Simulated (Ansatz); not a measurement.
# A failed many-body run on Bi2Te2Pb2S3 (P-3m1)

Aim: the G0W0 gap of Bi2Te2Pb2S3 (P-3m1). The first input has a fault.

Method: G0W0 on PBE, plane waves, PAW; PAW set soft_1, in Ansatz 0.2.0.

## 1. The starting structure

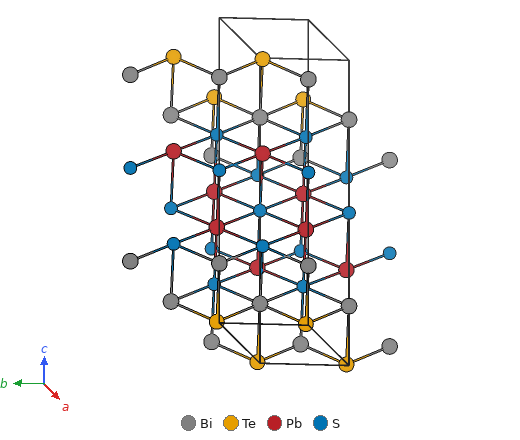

The cell as given, from a free direction (bismuth grey, tellurium orange, lead red, sulfur blue). 2×2×1 cells are drawn. Some periodic images of atoms are drawn too.

Coordinates:

```cif
data_structure
_symmetry_space_group_name_H-M 'P 1'
_symmetry_Int_Tables_number 1
_cell_length_a 4.2579
_cell_length_b 4.2579
_cell_length_c 16.9431
_cell_angle_alpha 90.000
_cell_angle_beta 90.000
_cell_angle_gamma 120.000
_cell_volume 266.02
loop_
_atom_site_label
_atom_site_type_symbol
_atom_site_fract_x
_atom_site_fract_y
_atom_site_fract_z
_atom_site_occupancy
Bi1 Bi 0.00000 0.00000 0.19477 1
Bi2 Bi 0.00000 0.00000 0.80523 1
Te3 Te 0.33333 0.66667 0.91060 1
Te4 Te 0.66667 0.33333 0.08940 1
Pb5 Pb 0.33333 0.66667 0.60123 1
Pb6 Pb 0.66667 0.33333 0.39877 1
S7 S 0.33333 0.66667 0.29817 1
S8 S 0.66667 0.33333 0.70183 1
S9 S 0.00000 0.00000 0.50000 1
```

The cell and positions come from the Crystallography Open Database and are kept as given unless a step says otherwise. Spin-orbit coupling is left out unless a step names it. The default PAW set here is soft_1. Its files were made with PBE.

## 2. First try

The input, input.yaml:

```yaml
crystal:
  lattice:
    - [4.25788, 0.0, 0.0]
    - [-2.12894, 3.6874322463, 0.0]
    - [0.0, 0.0, 16.9431]
  atoms:
    - { symbol: Bi, position: [0.0, 0.0, 0.19477] }
    - { symbol: Bi, position: [0.0, 0.0, 0.80523] }
    - { symbol: Te, position: [0.3333333333, 0.6666666667, 0.9106] }
    - { symbol: Te, position: [0.6666666667, 0.3333333333, 0.0894] }
    - { symbol: Pb, position: [0.3333333333, 0.6666666667, 0.60123] }
    - { symbol: Pb, position: [0.6666666667, 0.3333333333, 0.39877] }
    - { symbol: S, position: [0.3333333333, 0.6666666667, 0.29817] }
    - { symbol: S, position: [0.6666666667, 0.3333333333, 0.70183] }
    - { symbol: S, position: [0.0, 0.0, 0.5] }
kpoints:
  mp_grid: { grid: [6, 6, 1] }
hamiltonian:
  xc: pbe
  pseudopotentials: { kind: paw_fr, azcp: { folder: soft_1 } }
scf:
  occupations: { method: fixed }
magnetization:
  noncollinear: true
  spin_orbit: true
gw:
  n_empty_bands: 280
  ecut_chi: 60
  qp_bands: [v3, c3]
  qp_kpoints: band_edges
  screening: { model: contour_deformation }
```

On the command line:

```sh
$ ansatz run input.yaml --threads 2 --pin off --max-ram 92160MiB --backend cpu --events-out ev --progress --plain --runs-dir out
```

Numbers of over 12 decimals in the logs are rounded to 6 here.

What it wrote:

```text
Error: gw: with magnetization.noncollinear: true — the χ₀/Σ pipeline is wired for the unpolarised channel only — spinor oscillator elements and the per-channel sum are not implemented; use an unpolarised deck
```

The job ended after 0.04 s (2 threads of AMD EPYC 7R13 (Zen 3), shared host; peak memory 0.04 GiB).

**Diagnosis.**

The program refused the input before any cycle.

The program's message: “Error: gw: with magnetization.noncollinear: true — the χ₀/Σ pipeline is wired for the unpolarised channel only — spinor oscillator elements and the per-channel sum are not implemented; use an unpolari …”

The fault: spin-orbit coupling. The physics allows it, but this program's G0W0 has no spinor form; spin-orbit coupling is taken from a separate density-functional step.

## 3. A better input

Now the one-shot GW correction: screening in the RPA, then the self-energy of the levels asked for. This step takes PAW set soft_1 files.

Changes to input.yaml since step 2:

```diff
@@ -19,11 +19,8 @@
   xc: pbe
-  pseudopotentials: { kind: paw_fr, azcp: { folder: soft_1 } }
+  pseudopotentials: { kind: paw, azcp: { folder: soft_1 } }
 scf:
   occupations: { method: fixed }
-magnetization:
-  noncollinear: true
-  spin_orbit: true
 gw:
-  n_empty_bands: 280
-  ecut_chi: 60
+  n_empty_bands: 213
+  ecut_chi: 50
   qp_bands: [v3, c3]
```

On the command line:

```sh
$ ansatz run input.yaml --threads 2 --pin off --max-ram 92160MiB --backend cuda --events-out ev --progress --plain --runs-dir out --devices 1 --max-vram 13GiB
```

What it wrote:

```text
GPUs: using 1 of 1 available (devices: 1).
[...]
device memory: the entry about to start is reckoned to put 3.1 GiB on a device that reports 50.5 GiB free (of which the cap on the GPU budget leaves the run 13.0 GiB)
GPU FFT provider: cuFFT
GPU libraries: cuBLAS 13.8.2, cuFFT 12.4.0, cuSOLVER 12.3.4
Crystal: 9 atoms, lattice volume = 266.018 Å³
Basis set: ecut = 420 eV, 5175 PW (Γ)
Bands: 65, of which v1, the nominal top of the filled ones, is band 54 counted from 1 (53 counted from 0)
Symmetry: 12 space group operations
[...]
k-points: 7 of 36
[...]
GPU buffer pool allocated for 108000 grid points (all kernels)
GPU transforms: local potential and band sums: pruned to the plane-wave sphere, on 30×30×120
[...]
SCF iter   1: F=—  HF=-65287.149958 eV  |F-HF|=—  |Δ(HF+E_count)|=         —  Δρ=2.48e-2  dr2=5.37e0  ethr=3.10e-3  ⟨swp⟩=5.0  Hψ=1543  notcnv=0  defer=47
[...]
1    56      9.8840    -9.9490    -2.8381   -13.2055  0.7476    10.2483    10.3023  root ?
[...]
2    55      9.5394    -9.5194    -2.9016   -12.7322  0.7547     9.8716     9.8506  root ?
     2    56     10.0127    -9.5594    -3.0324   -12.9191  0.7490    10.3681    10.3400  root ?
[...]
3    57     10.2181    -8.7800    -3.1758   -12.2860  0.7516    10.5782    10.5484  root ?
[...]
4    55      9.8434    -9.1056    -3.1007   -12.5310  0.7548    10.1949    10.1681  root ?
[...]
6    52      7.5441   -16.5868     1.8023   -14.8809  0.7258     7.6398     7.6405  root
     6    53      7.5559   -16.8522     1.8895   -15.0546  0.7246     7.6471     7.6477  root
     6    54      7.5559   -16.8522     1.8895   -15.0546  0.7246     7.6471     7.6477  root
     6    55     10.0384    -9.0749    -3.1706   -12.5756  0.7509    10.3982    10.3685  root ?
     6    56     10.0384    -9.0749    -3.1706   -12.5756  0.7509    10.3982    10.3685  root ?
     6    57     10.3823    -8.7934    -3.2261   -12.4488  0.7505    10.7611    10.8116  root
[key lines of the parts left out:]
SCF converged after 10 iterations
Free energy (F): -65286.060217 eV
Fermi energy:    8.355901 eV
```

Wall time 14 s (1 × NVIDIA H100 80GB HBM3 (shared by 6 runs) with 2 threads); peak memory 1.4 GiB; 15 s of CPU time.

This step gave:

| Item | Value |
| --- | --- |
| bands summed | 267 |
| RPA ε∞ on this mesh (eigenvalues) | 19.08, 19.08, 27.41 |
| plane waves in the screening matrix | 229 |
| q-points in the mesh | 36 |
| G0W0 gap on the mesh | 0.4711 eV |
| k of the valence top | 0, 0, 0 |
| k of the conduction bottom | 0, 0, 0 |
| starting gap on the mesh | 0.3842 eV |
| Z at the valence top | 0.7418 |
| Z at the conduction bottom | 0.7633 |
| least direct G0W0 gap on the computed points | 0.4711 eV |

The gap on the mesh goes from 0.38 eV to 0.47 eV, a correction of +0.09 eV. Between the two edge states, bare exchange in place of the xc potential would open the gap by 4.02 eV, and correlation takes back 3.93 eV.

## 4. What came out

```json
{"first try": "refused after 0.04 s", "better run": "G0W0 gap on the mesh 0.47 eV (6×6×1 mesh, 213 empty bands, screening to 50 eV, PAW set soft_1 files)"}
```

**Reading.** The second run differs in: start, files, empty bands and screening cutoff (eV). Bands and cutoff are finite, so the gap is not at the basis limit. The miss can reach some tenths of an eV and take either sign; the mesh is an error of its own. The 6×6×1 mesh is coarse for this cell (its supercell is 17 Å along the shortest edge). The RPA ε∞ on it, from the PBE start, is 19.08 and 27.41; such meshes misread the long-range screening, most where the gap is narrow. Where an edge is built on 6p states of lead, bismuth or thallium, scalar-relativistic gaps usually stand too wide, by a few tenths to over one eV. With atoms this heavy and so narrow a gap, spin-orbit coupling can invert the bands. These scalar-relativistic gaps are then model values, not to be set against experiment, and a spin-orbit change taken from DFT can't simply be added.

[Paths, hosts, dates, memory and timing lines, banners, echoed tables and standing remarks are left out of the program output.]

[Logs are printed without paths, hosts, clocks, repeated set-up lines and the standing remarks that a program may print on its own settings, such as how far it seeks lower states.]

[Runs of the session that timed out or met a known fault of the program may be left out.]

[Cells called generated may have been cut or substituted from an entry of the Crystallography Open Database or the Materials Project.]

[Hosts, paths, dates, database ids (printed as entryN), source tags and the programs' standing remarks are cut or masked in the printed files.]
